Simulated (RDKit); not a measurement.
**Property calculation, with input and output: SiH2SBrF**

SiH2SBrF, computed with EHT (RDKit 2026.09.1).

The geometry comes from this level: GFN2-xTB.

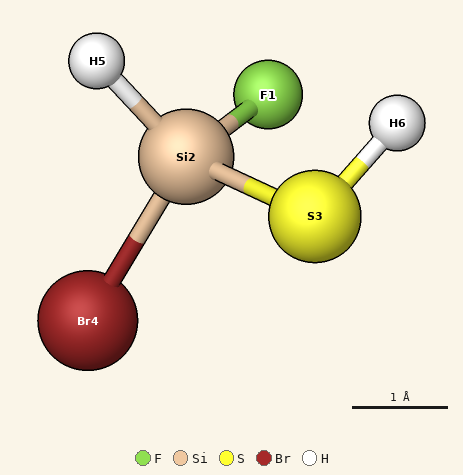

*The structure (ball-and-stick view, seen at a tilt; atoms are numbered from 1 in the order of the input).*

Bond lengths as drawn: Br–Si 2.19 Å, F–Si 1.60 Å, H–S 1.33 Å, H–Si 1.44 Å and S–Si 2.13 Å.

**Input file (ff.py)**
```python
import json
import numpy as np
from rdkit import Chem
from rdkit.Chem import AllChem
from rdkit.Chem import rdDetermineBonds
from rdkit.Chem import rdEHTTools

molecule = Chem.MolFromXYZFile("mol.xyz")
symbols = [a.GetSymbol() for a in molecule.GetAtoms()]
start = molecule.GetConformer().GetPositions().copy()

ok, res = rdEHTTools.RunMol(molecule, keepOverlapAndHamiltonianMatrices=True)
if not ok:
    raise RuntimeError("the extended Hueckel run failed")
eps = np.array(res.GetOrbitalEnergies())
nel = res.numElectrons
homo = (nel + 1) // 2 - 1
print(f"{res.numOrbitals} orbitals, {nel} valence electrons, sum of one-electron energies {res.totalEnergy:.4f} eV")
for i in range(max(0, homo - 8), min(len(eps), homo + 4)):
    print(f"{i + 1:4d} {eps[i]:10.4f} eV", "(HOMO)" if i == homo else "(LUMO)" if i == homo + 1 else "")
q = np.array(res.GetAtomicCharges())
print("Mulliken charges:", " ".join(f"{a}{i + 1}={c:+.3f}" for i, (a, c) in enumerate(zip(symbols, q))))
op = res.GetReducedOverlapPopulationMatrix()
pairs = [(k, i, op[i * (i + 1) // 2 + k]) for i in range(len(symbols)) for k in range(i) if abs(op[i * (i + 1) // 2 + k]) > 0.1]
print("reduced overlap populations above 0.1")
for k, i, p in pairs:
    print(f"  {symbols[k]}{k + 1}-{symbols[i]}{i + 1} {p:7.3f}")
json.dump(dict(symbols=symbols, start=start.tolist(), energy=res.totalEnergy * 23.060548, homo=eps[homo], lumo=eps[homo + 1] if homo + 1 < len(eps) else None, orbital_energies=eps.round(4).tolist(), charges_mulliken=q.tolist(), bond_orders=[[k + 1, i + 1, round(p, 4)] for k, i, p in pairs], nel=nel), open("results.json", "w"))
```

**File mol.xyz**
```
6

F     -0.007870    -1.443580    -0.729020
Si    -0.140780     0.122170    -0.421230
S      0.385850     0.427160     1.623000
Br    -2.234890     0.655850    -0.755480
H      0.713370     0.787680    -1.369970
H      1.284320    -0.549280     1.652690
```

Launch command:
```bash
python ff.py
```

**Output**
```
18 orbitals, 26 valence electrons, sum of one-electron energies -471.0735 eV
   5   -18.2041 eV
   6   -18.1577 eV
   7   -16.8574 eV
   8   -14.4861 eV
   9   -13.6428 eV
  10   -13.0726 eV
  11   -13.0267 eV
  12   -11.7841 eV
  13   -10.9821 eV (HOMO)
  14     1.6116 eV (LUMO)
  15     8.5521 eV
  16     9.9570 eV
Mulliken charges: F1=-0.706 Si2=+1.553 S3=-0.242 Br4=-0.337 H5=-0.246 H6=-0.022
reduced overlap populations above 0.1
  F1-Si2   0.398
  Si2-S3   0.724
  Si2-Br4   0.716
  Si2-H5   0.729
  S3-H6   0.725
```

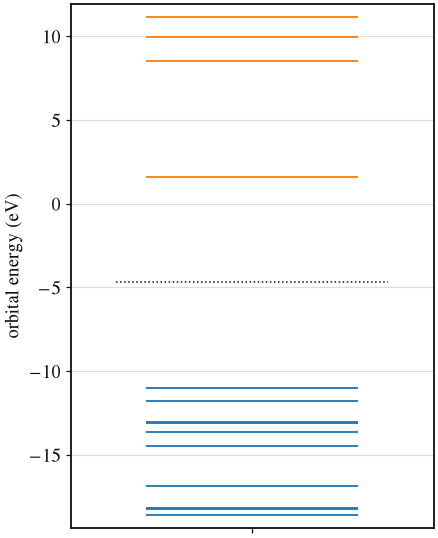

*Orbital energies near the frontier; the dotted line parts filled from empty levels, and levels within 0.02 eV of each other stand side by side.*

Highest filled −10.98 eV, lowest empty 1.61 eV, 12.59 eV apart.

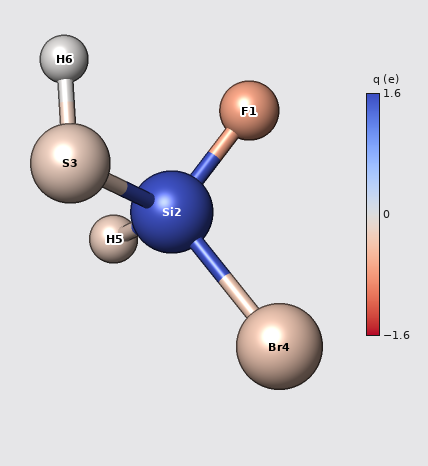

*Mulliken charges, as the colour of each atom (ball-and-stick view, seen at an oblique angle; atoms are numbered from 1 in the order of the input).*

By element: F −0.71, Si +1.55, S −0.24, Br −0.34 and H −0.25 to −0.02 e.

**Results in brief**

- outcome: converged
- total energy: −17.311631 hartree
- HOMO: −10.98 eV
- LUMO: 1.61 eV
- hardware: 1 thread of Arm Neoverse V2, 256 GiB of memory available, shared host
- peak memory: 0.073 GiB
